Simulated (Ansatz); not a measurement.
```cif
data_structure
_symmetry_space_group_name_H-M 'P 1'
_symmetry_Int_Tables_number 1
_cell_length_a 3.3938
_cell_length_b 3.3938
_cell_length_c 7.4423
_cell_angle_alpha 90.000
_cell_angle_beta 90.000
_cell_angle_gamma 90.000
_cell_volume 85.72
loop_
_atom_site_label
_atom_site_type_symbol
_atom_site_fract_x
_atom_site_fract_y
_atom_site_fract_z
_atom_site_occupancy
Hf1 Hf 0.00000 0.50000 0.28021 1
Hf2 Hf 0.50000 0.00000 0.71979 1
Si1 Si 0.50000 0.00000 0.08765 1
Si2 Si 0.00000 0.50000 0.91235 1
F1 F 0.00000 0.00000 0.50000 1
F2 F 0.50000 0.50000 0.50000 1
```

Space group P4/nmm; a structure generated by program, which may or may not match a known phase.

Method: DFT PBE, scalar-relativistic, plane waves, PAW (Ansatz).

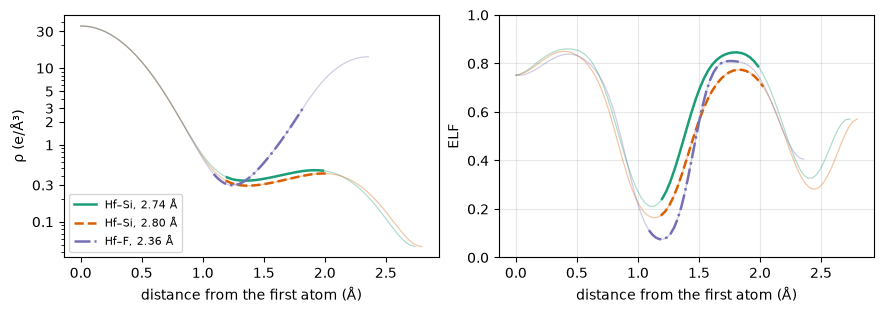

HfSiF. Valence electron density and electron localisation function along straight lines between neighbouring atoms. Thin, pale parts lie inside the atomic spheres.

In a PAW calculation such maps are meaningful between the atoms, not at the nuclei.

Compare the contacts.

Answer. Hf–Si (2.74 Å): ρ at the midpoint is about 0.34 e/Å³; the ELF peaks at about 0.85 in the valence shell of Si, 0.9 Å from its nucleus, and is about 0.50 at the midpoint.
Hf–Si (2.80 Å): ρ is about 0.3 e/Å³ halfway; the ELF peaks at about 0.75 in the valence shell of Si, 1.0 Å from its nucleus, and is about 0.40 at the midpoint.
Hf–F (2.36 Å): the density is about 0.32 e/Å³ at the midpoint; the ELF is about 0.10 at the midpoint (no localised pair shows between them).
